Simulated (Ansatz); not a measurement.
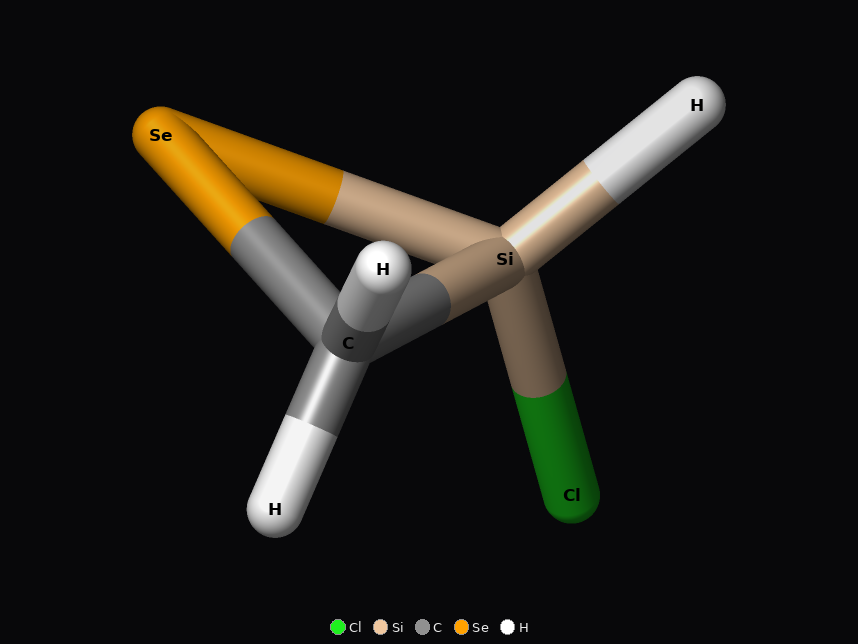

A stick model of a molecule.

Question: Which formula does it have?

Answer: CH₃ClSeSi, 7 atoms: 1 carbon, 3 hydrogen, 1 chlorine, 1 selenium and 1 silicon.

Question: Name functional groups in it.

Answer: Among them: Si–H bond.

More results for the same structure follow; atom numbers are the same in all pictures, views and colours differ. The geometry was computed by an optimisation with PBE0-D4/def2-TZVP.

Geometry

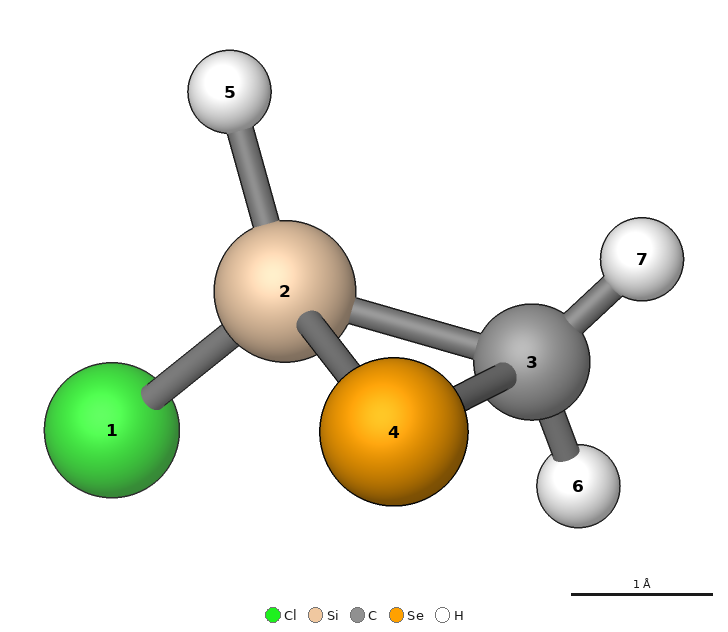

Atoms carry their numbers in the input.

Give these bond angles: Cl1–Si2–C3, Cl1–Si2–Se4, Cl1–Si2–H5, C3–Si2–Se4, C3–Si2–H5, Se4–Si2–H5, Si2–C3–Se4, Si2–C3–H6, Si2–C3–H7, Se4–C3–H6, Se4–C3–H7, H6–C3–H7, Si2–Se4–C3.

```
      angle  degrees
 Cl1–Si2–C3    118.6
Cl1–Si2–Se4    120.8
 Cl1–Si2–H5    108.9
 C3–Si2–Se4     59.8
  C3–Si2–H5    121.3
 Se4–Si2–H5    120.3
 Si2–C3–Se4     69.4
  Si2–C3–H6    119.4
  Si2–C3–H7    121.1
  Se4–C3–H6    111.5
  Se4–C3–H7    112.1
   H6–C3–H7    114.0
 Si2–Se4–C3     50.8
```

Electronic properties

Method: RKS CAM-B3LYP-D4/def2-TZVPP (Ansatz 0.2.0).

Question: What is the LUMO energy (Kohn–Sham orbital)?

Answer: 0.36 eV.

Question: Give the HOMO energy (Kohn–Sham orbital) at this level.

Answer: −8.18 eV.

Question: Give the dispersion correction at this level.

Answer: −17.9 kJ/mol.

Vibrations

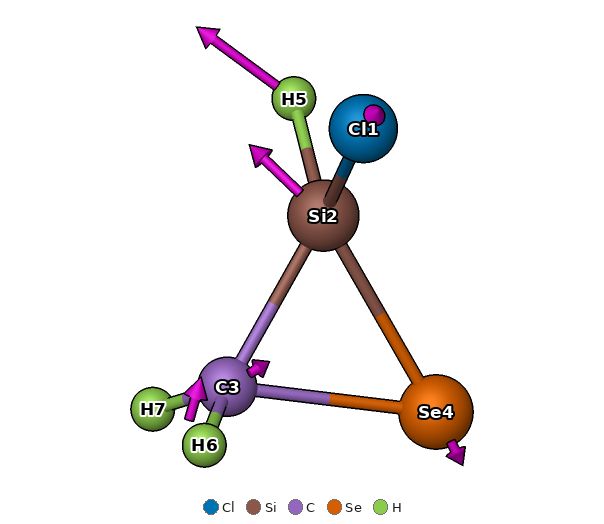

The arrows show one normal mode. Harmonic vibrations computed with RKS PBE0-D4/def2-TZVP (Ansatz 0.2.0) at a stationary point of the same level.

Question: Estimate its harmonic wavenumber.

Answer: 413 cm⁻¹; it is mode 3 of 15 counted from the lowest.

Charges

The questions are on Mulliken charges. Method: RKS B3LYP-D4/def2-TZVPP (Ansatz 0.2.0).

Question: Which atom carries the highest charge (most positive or least negative)?

Answer: Si2 (0.43 e).

Question: And the lowest?

Answer: C3 (−0.31 e).

Give the Mulliken charges atom by atom.

```
atom  value (e)
 Cl1      −0.21
 Si2       0.43
  C3      −0.31
 Se4      −0.14
  H5      −0.04
  H6       0.14
  H7       0.14
```

Thermal motion

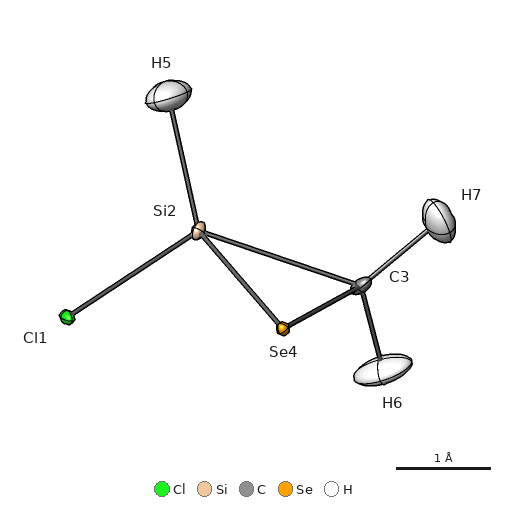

Displacement ellipsoids at the 50 % level, from the internal vibrations of the free molecule (harmonic, no overall translation or rotation; no half-axis is drawn under 0.075 Å). Vibrations computed with RKS PBE0-D4/def2-TZVP (Ansatz 0.2.0). Temperature: 400 K.

List U_eq and the three principal root-mean-square amplitudes for each kind of atom.

```
atom  U_eq (Å²)   rms amplitudes (Å)
 Cl1     0.0026  0.019, 0.036, 0.079
 Si2     0.0028  0.033, 0.052, 0.068
  C3     0.0044  0.036, 0.058, 0.092
 Se4    0.00064  0.007, 0.013, 0.041
  H5     0.0237  0.103, 0.154, 0.192
  H6     0.0246  0.084, 0.142, 0.215
  H7     0.0216  0.101, 0.152, 0.177
```

Mulliken values depend strongly on the basis set and can even reverse the polarity of a bond.
